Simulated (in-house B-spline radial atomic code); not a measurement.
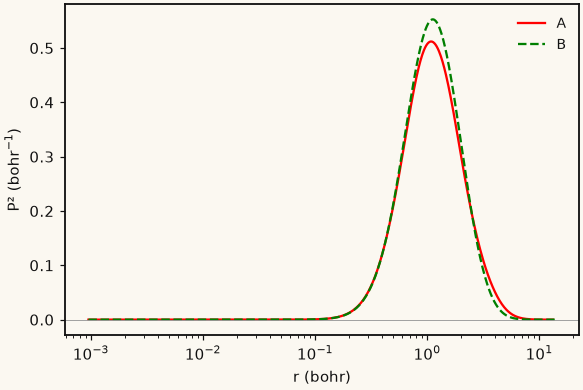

The neutral scandium atom in [Ar] 3d1 4s2 (high spin) was computed by two methods: Hartree-Fock; TPSS. Both runs are scalar-relativistic, spin-polarised and spherical. Computed with an in-house B-spline radial code.

The plot shows P² of the 3d up orbital in both runs.

Which curve belongs to which run?

Answer. A is TPSS (⟨r⟩ = 1.85 bohr, eigenvalue −3.43 eV); B is Hartree-Fock (⟨r⟩ = 1.69 bohr, eigenvalue −9.15 eV).
